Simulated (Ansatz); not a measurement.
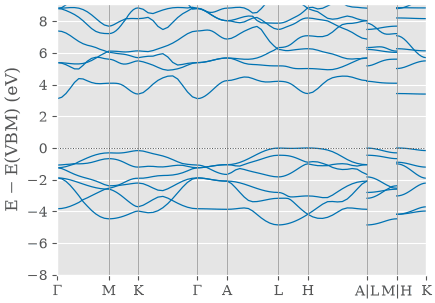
Band structure from PBE+D3(BJ) (plane waves, PAW; program Ansatz)

Problem. Read off the gap and where the band edges lie.

Solution. About 3.1 eV (3.11 eV by a search for the band edges); maximum at H, minimum at Γ.

The material is ScBeNO in space group P3m1 (No. 156; Sc on 1b, Be on 1c, O on 1b, N on 1c).

The start of the workflow was typed in or built on a structure type; neither database checked (COD, Materials Project) lists it. Its standing as an ambient phase is unchecked. The PBE+D3(BJ) relaxation kept the symmetry of its start; its stability against distortions is not shown here. The run is not spin-polarised. The volume moved by -22 % from the start of the relaxation.

Potentials: the earlier of the program's two PAW sets.
